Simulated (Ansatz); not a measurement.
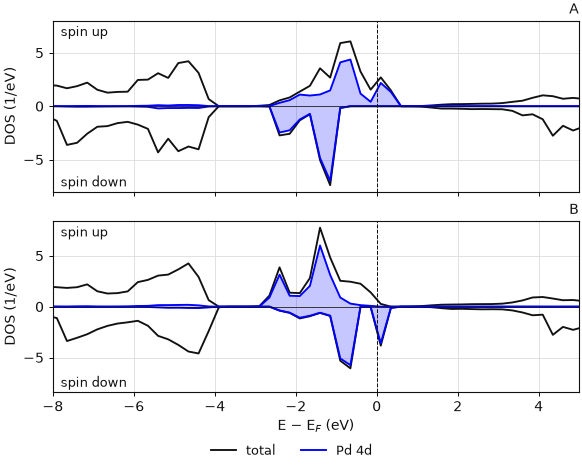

Spin-resolved densities of states of CrPdF₄, space group P4/mmm, 6 atoms in the cell, in two magnetic states on the same cell (spin down negative; each from its own Fermi level). Method: DFT with r2SCAN, PAW plane waves, Ueff = 2.23 eV on Cr d, spin-polarised, 7×7×4 k mesh, 500 eV cutoff, Gaussian smearing of 0.13 eV (Ansatz).

Question: Which panel is which state: ferromagnetic and ferrimagnetic?

Answer: A is ferrimagnetic (net moment 2.0 μB, local moments 3.9 μB in all, half-metal); B is ferromagnetic (net moment 3.8 μB, local moments 3.9 μB in all, metal). Unequal spin channels mark a net moment; equal ones mean that moments cancel or are absent.

Question: Which of these states is lowest in energy?

Answer: The two lowest lie within 6 meV an atom, the ferrimagnetic one lower, which is too close to call at this level.

The structure was built from a prototype or by substitution, so it need not be a known phase. The atoms aren't at rest in this cell (largest force 4.4 eV/Å), so the relaxed material can differ.
